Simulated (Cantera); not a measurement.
Charge: 1 mol SiHCl₃, a varied amount of NH₃, equilibrated at 1675 K and 3.60 mbar.

Method: chemical equilibrium by Gibbs-energy minimisation in Cantera with the NASA 1993 tables (ideal gas, pure condensed phases). Candidate condensed phases: NH₄Cl, Si, Si₃N₄; 28 gas species. The tables' values for SiCl₃, SiCl are old estimates; treat these amounts as uncertain. The numbers say what is thermodynamically allowed, not how fast it happens.

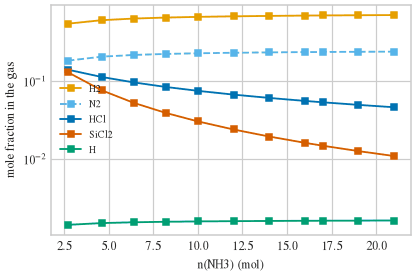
Figure. Equilibrium gas composition (values under 1e-9 drawn at 1e-9)

From 2.7 mol NH₃ to 21 mol NH₃ the condensed part is Si(s). The main Si-bearing gas is SiCl₂ throughout. The share of Si in condensed phases is highest at 21 mol NH₃ (50.9 %) and lowest at 2.7 mol NH₃ (2.3 %).
